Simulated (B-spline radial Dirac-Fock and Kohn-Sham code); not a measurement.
The iridium atom, N4 (4d3/2) edge at 311.9 eV. Level of theory: first Born approximation, a Dirac–Hartree–Slater potential with a Latter tail, continuum alone (no white lines); calculated with a B-spline radial atomic code.

What should this plot look like? The generalised oscillator strength of one subshell against momentum transfer and energy above the edge (a Bethe surface; one row an energy, not to scale).

At 80 eV above the edge the optical limit (small q) is 1.26 keV⁻¹; the strength rises to 2.36 keV⁻¹ at q ≈ 3.3 bohr⁻¹ and has dropped to half near q ≈ 5.9 bohr⁻¹. At 50 eV above the edge the optical limit is 1.09 keV⁻¹.

Here it is:

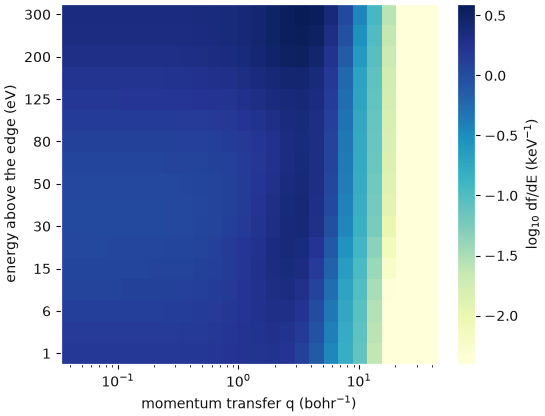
